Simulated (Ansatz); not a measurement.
**Cl$_{2}$FH$_{4}$NOZr: density, localisation and related maps**

Input

```
crystal:
  periodic: [false, false, false]
  atoms:
    - { symbol: Zr, position_ang: [-0.137142, -0.105087, 0.052275] }
    - { symbol: "N", position_ang: [-0.140746, -0.092858, 2.202264] }
    - { symbol: H, position_ang: [-0.958076, 0.140832, 2.767413] }
    - { symbol: H, position_ang: [0.483263, -0.677039, 2.760261] }
    - { symbol: F, position_ang: [1.67291, -0.111378, -0.534626] }
    - { symbol: Cl, position_ang: [-1.640307, 1.482413, -0.815856] }
    - { symbol: Cl, position_ang: [-0.964788, -2.202632, -0.629045] }
    - { symbol: O, position_ang: [1.214063, 2.548177, 1.369154] }
    - { symbol: H, position_ang: [2.163343, 2.382751, 1.27848] }
    - { symbol: H, position_ang: [0.92628, 1.891721, 2.04998] }
basis:
  gaussian: { orbitals: def2-SVP }
hamiltonian:
  xc: b3lyp
  dispersion: d4
relax:
  f_tol: 0.03
  max_steps: 50
output:
  orbitals: {}
```

Launched as:

```sh
ansatz run input.yaml --threads 4 --pin off --max-ram 5120MiB --backend cpu --events-out ev --progress --plain --runs-dir out
```

The fields are those of the run's last geometry, not of the input's.

Core potentials replace the inner electrons of Zr.

Method: Ansatz 0.2.0, RKS B3LYP-D4/def2-SVP.

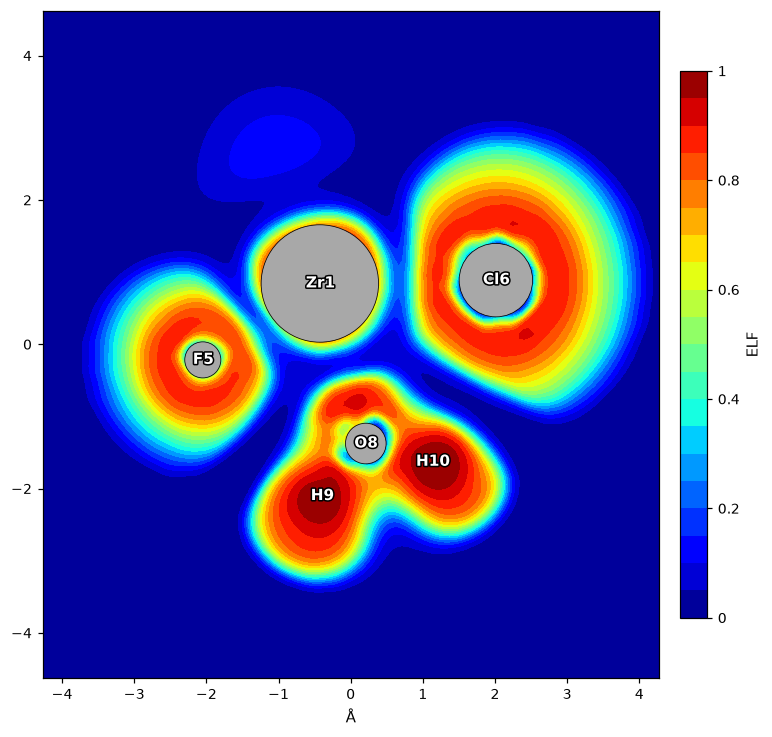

Figure 1. ELF on the plane of atoms F5, Zr1 and O8. Grey discs cover the atomic cores.

### Interpret the plot.

The plane passes through Zr, F, Cl, O and H nuclei. Zr–F (1.94 Å): the ELF peaks at about 0.85 in the valence shell of F, 0.5 Å from its nucleus, and drops to about 0.20 between the two atoms. Zr–O (2.31 Å): the ELF is about 0.10 at the midpoint. O–H (0.97 Å): the ELF climbs to about 1 towards the hydrogen, as it does in any bond to H (a covalent bond by its length). Zr–Cl (2.44 Å): the ELF peaks at about 0.85 in the valence shell of Cl, 0.8 Å from its nucleus, and is about 0.30 at the midpoint.

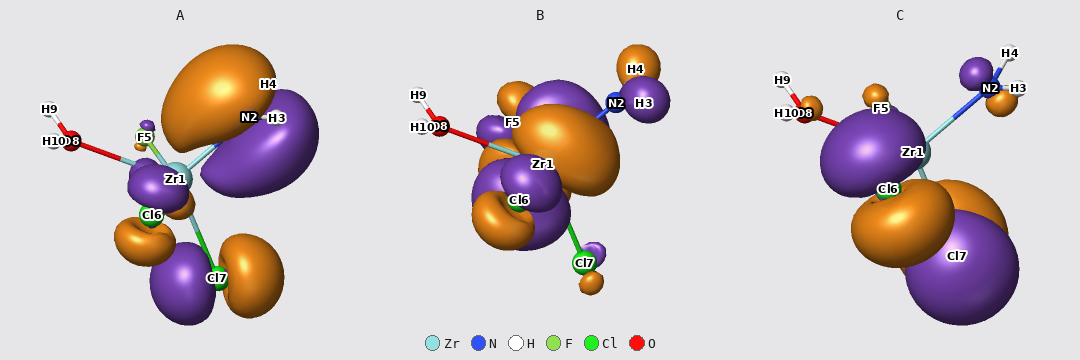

Figure 2. Three frontier orbitals at ±0.1 Å⁻³ᐟ² (orange and purple are the two phases), in no order.

### Which picture is the HOMO−1, the HOMO and the LUMO?

C is the HOMO−1 (−7.99 eV). It lies mainly on Cl7 (about 50 %) and Cl6 (about 40 %); largely a combination of lone pairs on Cl7 and Cl6. A is the HOMO (−7.42 eV). By Hirshfeld shares it lies mainly on N2 (about 55 %), Cl7 (about 15 %) and Zr1 (about 10 %). B is the LUMO (−1.31 eV). By Hirshfeld shares it lies mainly on Zr1 (about 70 %), Cl6 (about 10 %) and F5 (about 5 %).

### What is the HOMO–LUMO gap?

6.11 eV between the orbital energies.
